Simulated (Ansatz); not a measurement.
Process, species as SMILES: O (H2O) + H+ → [OH3+]
B3LYP-D3(BJ)/def2-TZVP geometries, fixed; electronic energies without zero-point terms; positive where energy is released.
Largest species:
```xyz
4

O      0.0646     0.0016     0.0270
H      0.0018     0.8028    -0.5358
H      0.0191    -0.8364    -0.4814
H     -0.5378     0.0209     0.8012
```
Charge +1, spin multiplicity 1.

Basis-set convergence of the proton affinity at PBE with Ansatz (a program for electronic structure). Cartesian d functions, on some or all atoms, in 6-31G**; all else is spherical. The program fits the integrals of some runs and decomposes those of others, by size. No added dispersion term, no relativity. Functions are those of the species that has most. Reference: the value in pcseg-4, 170.80 kcal/mol, itself unsure by roughly 0.18 kcal/mol (its mean distance from aug-pcseg-3, aug-cc-pVQZ, cc-pV5Z). Deviations are taken from unrounded values.

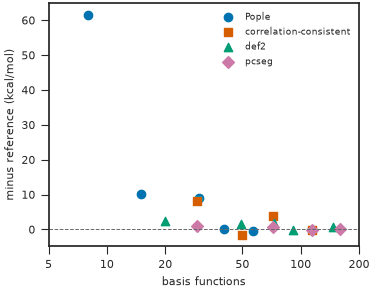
Deviation from the reference against the number of basis functions, by family of sets.

| basis | functions | proton affinity (kcal/mol) | minus reference (kcal/mol) |
|---|---|---|---|
| STO-3G | 8 | 232.44 | 61.64 |
| 6-31G | 15 | 180.97 | 10.18 |
| def2-SV(P) | 20 | 173.32 | 2.52 |
| cc-pVDZ | 29 | 178.82 | 8.02 |
| pcseg-1 | 29 | 171.87 | 1.07 |
| 6-31G** | 30 | 179.83 | 9.04 |
| 6-311+G** | 40 | 170.90 | 0.10 |
| def2-TZVP | 49 | 172.38 | 1.58 |
| aug-cc-pVDZ | 50 | 169.11 | -1.69 |
| 6-311++G(2d,2p) | 57 | 170.36 | -0.43 |
| cc-pVTZ | 72 | 174.58 | 3.78 |
| pcseg-2 | 72 | 171.61 | 0.81 |
| def2-TZVPP | 73 | 172.64 | 1.84 |
| def2-TZVPPD | 91 | 170.68 | -0.11 |
| aug-cc-pVTZ | 115 | 170.58 | -0.21 |
| aug-pcseg-2 | 115 | 170.66 | -0.14 |
| def2-QZVPP | 147 | 171.38 | 0.58 |
| pcseg-3 | 159 | 170.86 | 0.06 |
